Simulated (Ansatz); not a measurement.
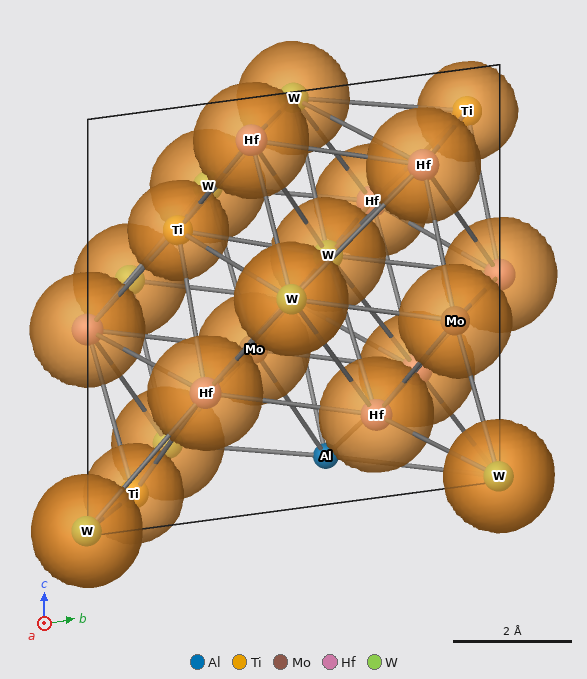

*Hf7Ti3AlMo2W7. Isosurface of the valence electron density at 0.8 e/Å³ (orange), seen along the a axis. Sticks mark near contacts.*

Space group P1; a generated structure, not necessarily the stable one; computed without spin polarisation.

Method: DFT PBE, scalar-relativistic, plane waves, PAW in Ansatz.

Core electrons are frozen (PAW), and the valence fields are smoothed inside the atomic spheres.

What does this surface tell about the bonding?

Answer. At this value the density breaks into separate islands; it holds about 75 % of the electrons treated as valence (semicore included). It bridges none of the near contacts. It is pinched off along the sampled Ti–W (2.61 Å), Hf–Mo (2.72 Å), Al–W (2.73 Å) and Ti–Ti (2.73 Å) contacts. On the grid the lowest density along these lines, outside the cores, is 0.37 e/Å³ (Ti–W, 2.61 Å), 0.36 e/Å³ (Hf–Mo, 2.72 Å), 0.25 e/Å³ (Al–W, 2.73 Å) and 0.21 e/Å³ (Ti–Ti, 2.73 Å).
